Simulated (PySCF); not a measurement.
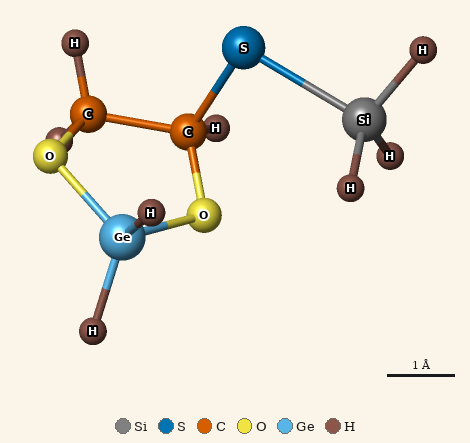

Fig. 1: The input geometry (ball-and-stick view, seen at a tilt). Sticks mark near contacts.

# C$_{2}$H$_{8}$GeO$_{2}$SSi: excited-state calculation

System: C$_{2}$H$_{8}$GeO$_{2}$SSi.
Method: TDDFT CAM-B3LYP/def2-SVPD, vertical, gas phase, core orbitals frozen in the response (PySCF 2.14.0).

The geometry comes from this level: GFN2-xTB. It belongs to a series of runs on one base structure; here: H on C replaced by SSiH3.

Input file:
```
{"job": {"kind": "uv", "xc": "CAM-B3LYP", "basis": "def2-SVPD", "nstates": 8, "ntriplets": 3}, "charge": 0, "multiplicity": 1}
Si     2.267742    -0.603581     1.003537
S      1.483052     0.521067    -0.649359
C     -0.076282    -0.414513    -0.825645
C     -1.081741     0.427797    -1.616295
O     -1.779963     1.261596    -0.717165
Ge    -1.613934     0.686091     0.942565
O     -0.602729    -0.700066     0.424315
H      2.072282    -2.011271     0.683185
H      3.664508    -0.202170     0.994458
H      1.589464    -0.213961     2.236397
H      0.159612    -1.350336    -1.340486
H     -0.567268     1.053701    -2.347943
H     -1.787848    -0.233521    -2.129591
H     -2.860720     0.098643     1.537658
H     -0.870590     1.688513     1.782457
```

The first line tells a small driver script what to run in PySCF; the rest is the geometry in Å.

Command:
```bash
OMP_NUM_THREADS=1 python <driver script> task.json out
```

Output:
```
coarse grid: 60640 points
cycle   1  E = -2995.4128687550  dE =  4.251e-01  |g| = 1.020e+00  |ddm| = 5.676e+00
cycle   2  E = -2995.2699729542  dE =  1.429e-01  |g| = 1.395e+00  |ddm| = 3.680e+00
cycle   3  E = -2995.6020637704  dE = -3.321e-01  |g| = 9.687e-02  |ddm| = 1.880e+00
cycle   4  E = -2995.6037638938  dE = -1.700e-03  |g| = 4.619e-02  |ddm| = 2.397e-01
cycle   5  E = -2995.6041755801  dE = -4.117e-04  |g| = 6.733e-03  |ddm| = 7.549e-02
cycle   6  E = -2995.6041859051  dE = -1.033e-05  |g| = 2.436e-03  |ddm| = 1.993e-02
cycle   7  E = -2995.6041876783  dE = -1.773e-06  |g| = 7.789e-04  |ddm| = 6.565e-03
final grid: 124520 points
cycle   8  E = -2995.6041399124  dE = -7.118e-08  |g| = 8.665e-04  |ddm| = 6.458e-03
cycle   9  E = -2995.6041398263  dE =  8.615e-08  |g| = 1.125e-03  |ddm| = 3.030e-03
cycle  10  E = -2995.6041400716  dE = -2.453e-07  |g| = 9.952e-05  |ddm| = 1.484e-03
cycle  11  E = -2995.6041400738  dE = -2.146e-09  |g| = 2.103e-05  |ddm| = 1.709e-04
cycle  12  E = -2995.6041400740  dE = -2.774e-10  |g| = 8.767e-06  |ddm| = 1.110e-04
```

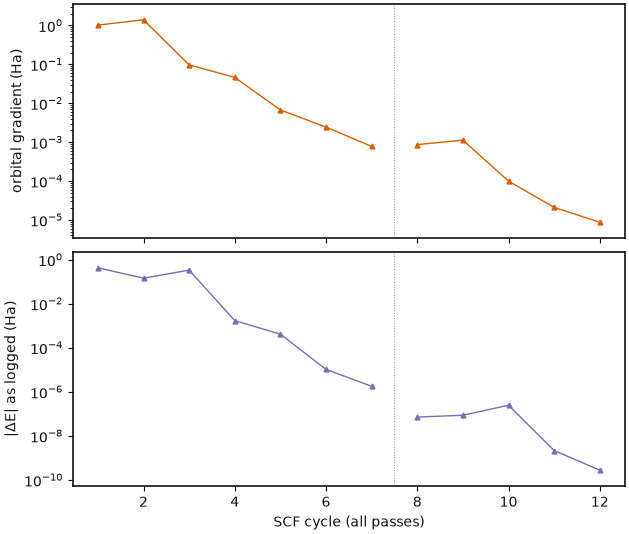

Fig. 2: Convergence of the self-consistent field: orbital gradient and size of the energy change against the SCF cycle. The dotted line marks the change from a coarse to the final integration grid. The first 7 cycles use a coarse grid, the final grid takes over at cycle 8, and the field converges after 12 cycles in all.

```
converged SCF energy = -2995.6041400740

Static polarisability (au): isotropic 101.242, principal 87.136 101.697 114.893

Singlet excitations
state   eV       nm        f      main configurations
  1   5.7264    216.5   0.00621   H->L+2 0.42, H->L+1 0.18, H->L+3 0.15
  2   6.2673    197.8   0.01689   H->L+1 0.47, H->L+3 0.30, H->L 0.11
  3   6.3496    195.3   0.00252   H->L 0.78
  4   6.6392    186.7   0.00733   H-2->L 0.80
  5   6.8256    181.6   0.00340   H-1->L 0.78
  6   6.9062    179.5   0.00458   H->L+4 0.39, H->L+2 0.24, H->L+1 0.10
  7   7.1226    174.1   0.00698   H->L+6 0.17, H->L+3 0.13, H->L+7 0.10
  8   7.3187    169.4   0.02353   H->L+6 0.26, H-1->L+1 0.22, H-1->L+2 0.13

Triplet excitations (Tamm-Dancoff, eV): 5.3219 5.9627 6.1974
```

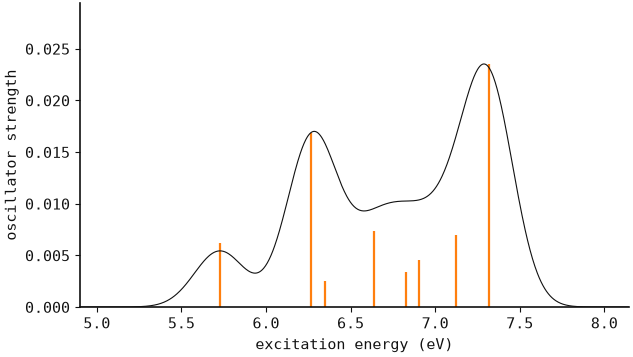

Fig. 3: Computed excitations as sticks (degenerate states added up, dark ones marked on the axis), with a Gaussian envelope of 0.35 eV full width at half maximum, scaled to the tallest. Of the 8 states the lowest lies at 5.73 eV (f = 0.006); the strongest line is at 7.32 eV, or 169 nm (f = 0.024).

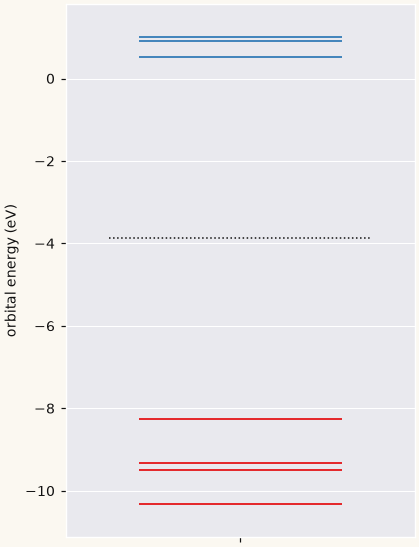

Fig. 4: Orbital energies near the frontier; the dotted line parts filled from empty levels, and levels within 0.02 eV of each other stand side by side. Highest filled −8.27 eV, lowest empty 0.52 eV, 8.79 eV apart.

Key numbers:

```tsv
quantity	value
outcome	converged
total energy	−2995.604140 hartree
HOMO	−8.27 eV
LUMO	0.52 eV
dipole moment	1.72 D
mean polarisability	101.24 a.u.
lowest singlet excitation	5.73 eV
hardware	1 CPU thread, shared host
wall time	2.3 min
peak memory	1.1 GiB
```

Spin–orbit coupling is left out, which matters for the heavy atoms.
